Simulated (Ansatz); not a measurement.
## BSiH4 (SMILES B[SiH2]): the energy, rung by rung

BSiH4 has 6 atoms, charge 0, and is taken as a doublet. SMILES: `B[SiH2]`. The shape is that of a GFN2-xTB optimisation.

```jsonl
{"atom": "B", "x (Å)": "-0.0037", "y (Å)": "-1.0372", "z (Å)": "0.1147"}
{"atom": "Si", "x (Å)": "0.0044", "y (Å)": "0.8296", "z (Å)": "-0.0920"}
{"atom": "H", "x (Å)": "-0.7310", "y (Å)": "-1.5643", "z (Å)": "0.8763"}
{"atom": "H", "x (Å)": "0.7175", "y (Å)": "-1.7251", "z (Å)": "-0.5125"}
{"atom": "H", "x (Å)": "0.8281", "y (Å)": "1.6590", "z (Å)": "-0.9881"}
{"atom": "H", "x (Å)": "-0.8153", "y (Å)": "1.8380", "z (Å)": "0.6016"}
```

Each level gives the energy change with the B1–H3 bond stretched from 1.178 to 1.472 Å (eV). The values are calculated.

```tsv
level	kind	program	value (eV)	less FCI/STO-3G	CPU time (all runs)
UPBE/STO-3G	GGA	Ansatz	0.87	+0.01	5 s
U-r2SCAN/STO-3G	meta-GGA	Ansatz	0.95	+0.09	13 s
U-r2SCAN0/STO-3G	hybrid meta-GGA	Ansatz	1.03	+0.17	15 s
UHSE06/STO-3G	range-separated hybrid	Ansatz	0.98	+0.12	7.9 s
UB2PLYP/STO-3G	double hybrid	Ansatz	0.98	+0.12	7.3 s
RPA@PBE/STO-3G	RPA	Ansatz	0.81	-0.05	6.5 s
UMP2/STO-3G	perturbation theory	Ansatz	0.98	+0.12	0.38 s
UCCSD(T)/STO-3G	coupled cluster or CI	Ansatz	0.86	0.00	0.86 s
UCCSDT/STO-3G	coupled cluster or CI	Ansatz	0.86	0.00	2.7 s
FCI/STO-3G	exact in the basis	Ansatz	0.86	0.00	16 s
```

FCI/STO-3G is exact within its basis and frozen core, so for wave-function methods in that basis the difference is their error; functionals converge differently with the basis, so for them it is only a difference. The first shape isn't each level's own minimum. The values span 0.81 to 1.03 eV. All rows use very small basis sets, so even the best lies far from the true value. CPU times are rough (shared hosts, several kinds of processor): they show what a rung costs within a factor of a few.

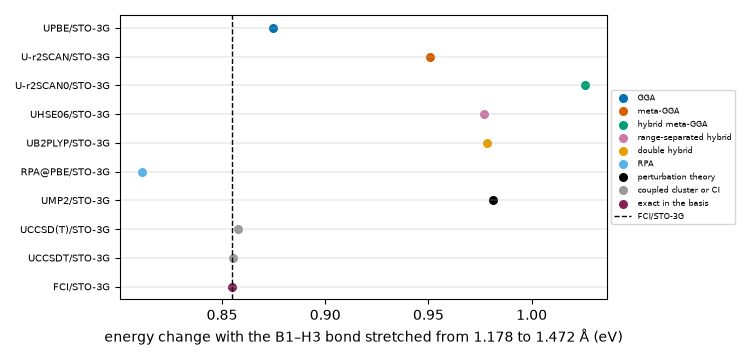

The values of the table, level by level.
